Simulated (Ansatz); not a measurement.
**Converging the k-point mesh: Se (C2, 3 atoms in the cell)**

```
CELL_PARAMETERS angstrom
      2.19156    -3.79589     0.00000
      2.19156     3.79589     0.00000
      0.00000     0.00000     4.96485
ATOMIC_POSITIONS crystal
  Se 0.00000 0.22500 0.66667
  Se 0.78641 0.78641 0.00000
  Se 0.22500 0.00000 0.33333
```

Level of theory: LDA (PW92), default PAW files made with PBE (plane waves; Ansatz, a program for electronic structure).

Base settings: basis.ecutwfc = 420 eV; kpoints.mp_grid.grid = 7 7 5; hamiltonian.xc = lda; hamiltonian.pseudopotentials = {kind: paw} (the program's default PAW files); scf.occupations.method = fermi_dirac; scf.occupations.width = 0.01 eV.

The second cell is the first with its lattice scaled by 0.98.

Only quantities that move along the ladder and can be compared are tabulated.

The count of work is k-points × plane waves × bands × iterations; it is no time. Core times come from one kind of shared machine, to one figure; runs under 30 s give none.

The starting cell has typed, rounded lattice constants, without a prior relaxation at this level. Its lattice was rescaled by up to half a per cent. One atom was moved a little off its site on purpose. Ansatz's pressure includes its estimate of the finite-basis (Pulay) stress.

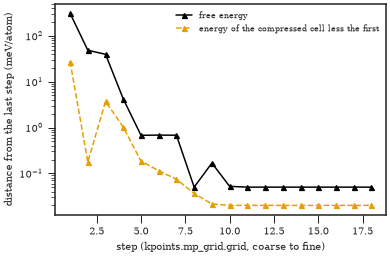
*Distance from the last step along the ladder; very small values are drawn at a floor.*

| kpoints.mp_grid.grid | free energy less the last step's (meV/atom) | energy of the compressed cell less the first (meV/atom) | pressure (GPa) | largest difference of a force vector from the last step's (eV/Å) | gap on the mesh (eV) | count of work / last | core time / last (rough) |
|---|---|---|---|---|---|---|---|
| 2 2 1 | -311.06 | -15.73 | -3.16 | 1.788 | 2.218 | 0.0022 | – |
| 2 2 2 | 48.51 | 11.43 | -0.63 | 0.023 | 1.071 | 0.0045 | – |
| 3 3 2 | 39.67 | 15.32 | -0.33 | 0.183 | 1.087 | 0.0060 | – |
| 3 3 3 | 4.21 | 12.63 | -0.58 | 0.034 | 1.436 | 0.0075 | – |
| 4 4 3 | -0.68 | 11.79 | -0.66 | 0.023 | 1.513 | 0.013 | – |
| 5 5 4 | 0.68 | 11.72 | -0.66 | 0.004 | 1.116 | 0.025 | – |
| 6 6 4 | 0.68 | 11.68 | -0.67 | 0.001 | 0.896 | 0.035 | – |
| 6 6 5 | 0.03 | 11.64 | -0.67 | 0.002 | 1.230 | 0.041 | – |
| 7 7 5 | -0.17 | 11.59 | -0.67 | 0.001 | 1.186 | 0.054 | – |
| 8 8 6 | 0.05 | 11.62 | -0.67 | 0.000 | 1.014 | 0.085 | – |
| 8 8 7 | 0.00 | 11.61 | -0.67 | 0.000 | 1.143 | 0.096 | – |
| 9 9 7 | -0.01 | 11.61 | -0.67 | 0.000 | 1.128 | 0.12 | – |
| 10 10 8 | 0.00 | 11.61 | -0.67 | 0.000 | 1.000 | 0.17 | – |
| 11 11 9 | 0.00 | 11.61 | -0.67 | 0.000 | 1.090 | 0.22 | – |
| 13 13 10 | 0.00 | 11.61 | -0.67 | 0.000 | 0.959 | 0.34 | 0.3 |
| 14 14 11 | 0.00 | 11.61 | -0.67 | 0.000 | 1.028 | 0.43 | 0.4 |
| 15 15 12 | 0.00 | 11.61 | -0.67 | 0.000 | 0.897 | 0.54 | 0.5 |
| 17 17 13 | 0.00 | 11.61 | -0.67 | 0.000 | 0.989 | 0.75 | 0.8 |
| 19 19 14 | 0.00 | 11.61 | -0.67 | 0.000 | 0.924 | 1.0 | 1 |

Coarsest kpoints.mp_grid.grid that holds the forces within 0.02 eV/Å of the last step, with all finer ones: 5 5 4, at 0.025 of the last step's count of work; the step before is off by 0.023 eV/Å.

Coarsest kpoints.mp_grid.grid that holds the energy of the compressed cell less the first within 2 meV/atom of the last step, with all finer ones: 3 3 3, at 0.0075 of the last step's count of work; the step before is off by 3.7 meV/atom.

The gap on the mesh jumps up and down from mesh to mesh; it is no smooth measure of convergence.

Keys are those of Ansatz 0.2.
